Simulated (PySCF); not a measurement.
Molecule: SMILES [Ge]([Cl])([CH2]C)([Br])[Cl]. Atoms near the plane z = 0.6 Å, at the PBE0/def2-SVP optimised geometry (x, y, z in Å): C1 (1.1, 0.3, 1.2), C2 (0.5, -0.5, 0.0), Ge3 (-1.4, -0.5, 0.0), Cl4 (-2.2, 1.5, 0.0), H7 (0.8, 1.3, 1.2), H9 (2.2, 0.2, 1.1), H10 (0.8, -1.5, 0.0).

Calculation: PBE0/def2-TZVP run with PySCF. The values are rescaled to run from 0 to 1.

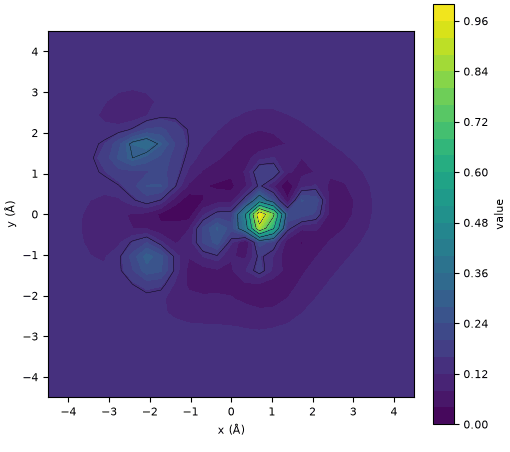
Figure. a field on the plane z = 0.6 Å.

Task: Which quantity is mapped?
A) Laplacian of the electron density
B) deformation density (molecule minus spherical neutral atoms)
C) electron localisation function
D) an orbital amplitude

Result: B, deformation density (molecule minus spherical neutral atoms). In full: deformation density (molecule minus spherical neutral atoms) (e/bohr³).
